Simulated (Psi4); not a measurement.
**GeF2 (SMILES [F][Ge][F]): TPSS/cc-pVDZ (density fitting with cc-pvqz-jkfit, sweep point 5)**

Aim: the vertical electron affinity of GeF2 at TPSS/cc-pVDZ (density fitting with cc-pvqz-jkfit, sweep point 5), from 2 runs. 

The calculation is run with Psi4 1.11.

2 further runs of the same task are left out: 2 for a known fault of the program.

## (1) Starting point

GeF2 has 3 atoms, charge 0, and is taken as a singlet. As SMILES, `[F][Ge][F]`. The shape is that of a PBE0-D4/def2-TZVP optimisation.

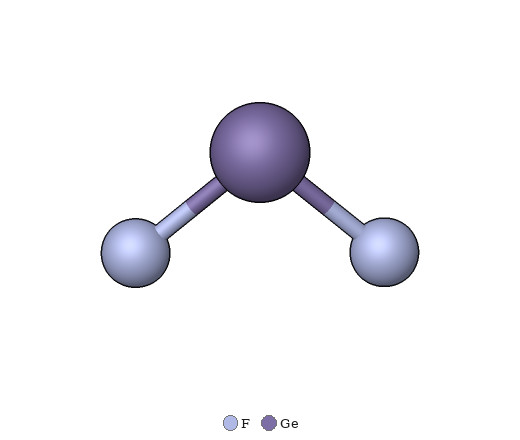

Viewed from a chosen angle; fluorine light blue, germanium purple.

## (2) The energy at TPSS/cc-pVDZ (density fitting with cc-pvqz-jkfit, sweep point 5)

calc.dat reads:

```
memory 1600 MB

molecule {
  0 1
  F     -0.675900    -1.101800    -0.497500
  Ge     0.637500    -0.295200     0.320200
  F      0.027600     1.332100     0.164100
  symmetry c1
}

set basis cc-pVDZ
set puream true
set scf_type df
set dft_radial_points 99
set dft_spherical_points 590
set df_basis_scf cc-pvqz-jkfit

energy("tpss")
print_variables()
```

Started as:

```
$ psi4 -i calc.dat -o calc.out -n 1
```

calc.out (excerpt; [...] marks lines left out):

```text
[...]
  Running in c1 symmetry.
[...]
  Nuclear repulsion =  191.062717603408373
[...]
  Multiplicity = 1
[...]
  Nalpha       = 25
  Nbeta        = 25
[...]
    Number of basis functions: 55
[...]
   @DF-RKS iter   1: -2276.30757775996699   -3.26472e+00   1.74620e-02 DIIS/ADIIS
[...]
   @DF-RKS iter   7: -2276.72286610074343   -1.34012e-07   8.05832e-07 DIIS
[...]
    Orbital Energies [Eh]
    ---------------------
    Doubly Occupied:
       1A   -397.799764     2A    -49.374928     3A    -43.915112
       4A    -43.913169     5A    -43.912389     6A    -24.405673
       7A    -24.405638     8A     -6.096588     9A     -4.287395
      10A     -4.282886    11A     -4.279021    12A     -1.171551
      13A     -1.165736    14A     -1.155782    15A     -1.152713
      16A     -1.149145    17A     -1.077721    18A     -1.048280
      19A     -0.493804    20A     -0.393113    21A     -0.366474
      22A     -0.363979    23A     -0.339046    24A     -0.325296
      25A     -0.273864
[...]
  @DF-RKS Final Energy: -2276.72286610074343
   => Energetics <=
    Nuclear Repulsion Energy =            191.0627176034083732
    One-Electron Energy =               -3553.4486573410435994
    Two-Electron Energy =                1185.6241633393833581
    DFT Exchange-Correlation Energy =     -99.9610897024915346
    Empirical Dispersion Energy =           0.0000000000000000
    VV10 Nonlocal Energy =                  0.0000000000000000
    Total Energy =                      -2276.7228661007434312
[...]
 Multipole Moments:
 ------------------------------------------------------------------------------------
     Multipole            Electronic (a.u.)      Nuclear  (a.u.)        Total (a.u.)
 ------------------------------------------------------------------------------------
 L = 1.  Multiply by 2.5417464519 to convert [e a0] to [Debye]
 Dipole X            :          2.8482258           -2.0857990            0.7624268
 Dipole Y            :         -1.0902202            0.7983941           -0.2918261
 Dipole Z            :         -0.0000000            0.0000000           -0.0000000
 Magnitude           :                                                    0.8163682
[...]
```

It took 9.3 s on 1 thread of Intel Xeon Platinum 8488C (Sapphire Rapids), shared host; peak memory 0.88 GiB.

## (3) The doublet anion at the same level

calc.dat reads:

```
memory 1.6 GB

molecule {
  -1 2
  F     -0.675900    -1.101800    -0.497500
  Ge     0.637500    -0.295200     0.320200
  F      0.027600     1.332100     0.164100
  symmetry c1
}

set {
  reference uks
  puream true
  scf_type df
  dft_radial_points 99
  dft_spherical_points 590
  df_basis_scf cc-pvqz-jkfit
  maxiter 150
}

energy('tpss/cc-pVDZ')
```

Started as:

```
$ psi4 -i calc.dat -o calc.out -n 1
```

calc.out (excerpt; [...] marks lines left out):

```text
[...]
  Running in c1 symmetry.
[...]
  Nuclear repulsion =  191.062717603408373
[...]
  Multiplicity = 2
[...]
  Nalpha       = 26
  Nbeta        = 25
[...]
    Number of basis functions: 55
[...]
   @DF-UKS iter   1: -2276.10839119573802   -3.06554e+00   1.89447e-02 DIIS/ADIIS
[...]
   @DF-UKS iter   8: -2276.71881786242648   -2.04550e-08   6.59856e-07 DIIS
[...]
   @S^2 Observed:                7.531555841E-01
[...]
    Orbital Energies [Eh]
    ---------------------
    Alpha Occupied:
       1A   -397.495382     2A    -49.071396     3A    -43.610322
       4A    -43.610300     5A    -43.609611     6A    -24.141115
       7A    -24.141105     8A     -5.793209     9A     -3.982307
      10A     -3.978673    11A     -3.978185    12A     -0.881920
      13A     -0.868087    14A     -0.850762    15A     -0.850333
      16A     -0.847842    17A     -0.810929    18A     -0.783009
      19A     -0.232149    20A     -0.137940    21A     -0.115343
      22A     -0.111905    23A     -0.087177    24A     -0.074860
      25A     -0.016430    26A      0.122235
    Alpha Virtual:
[...]
  @DF-UKS Final Energy: -2276.71881786242648
   => Energetics <=
    Nuclear Repulsion Energy =            191.0627176034083732
    One-Electron Energy =               -3567.5862574479506293
    Two-Electron Energy =                1200.0689998487541743
    DFT Exchange-Correlation Energy =    -100.2642778666387642
    Empirical Dispersion Energy =           0.0000000000000000
    VV10 Nonlocal Energy =                  0.0000000000000000
    Total Energy =                      -2276.7188178624264765
[...]
 Multipole Moments:
 ------------------------------------------------------------------------------------
     Multipole            Electronic (a.u.)      Nuclear  (a.u.)        Total (a.u.)
 ------------------------------------------------------------------------------------
 L = 1.  Multiply by 2.5417464519 to convert [e a0] to [Debye]
 Dipole X            :          2.2102666           -2.0857990            0.1244676
 Dipole Y            :         -0.8461359            0.7983941           -0.0477418
 Dipole Z            :         -0.0000000            0.0000000           -0.0000000
 Magnitude           :                                                    0.1333096
[...]
```

Wall time 13 s (1 thread of Intel Xeon Platinum 8488C (Sapphire Rapids), shared host); peak memory 0.87 GiB.

## (4) Outcome

At TPSS/cc-pVDZ (density fitting with cc-pvqz-jkfit, sweep point 5):

```
                                         quantity           value
                       singlet GeF2: total energy  -2276.72287 Eh
                      singlet GeF2: dipole moment          2.07 D
                        singlet GeF2: HOMO energy        -7.45 eV
                        singlet GeF2: LUMO energy        -3.09 eV
                      singlet GeF2: HOMO–LUMO gap         4.36 eV
                      doublet anion: total energy  -2276.71882 Eh
doublet anion: HOMO energy (highest over α and β)         3.33 eV
 doublet anion: LUMO energy (lowest over α and β)         4.65 eV
                              doublet anion: ⟨S²⟩           0.753
vertical electron affinity (to the doublet anion)       -0.110 eV
```

The anion lies 0.11 eV (10.6 kJ/mol) above the neutral: the electron isn't bound at this level, and such a value depends on the basis. Without diffuse functions anions come out too high. The HOMO (doublet anion) lies at positive energy, 3.33 eV, as semi-local functionals often give for anions; only total energies tell whether the electron is bound.
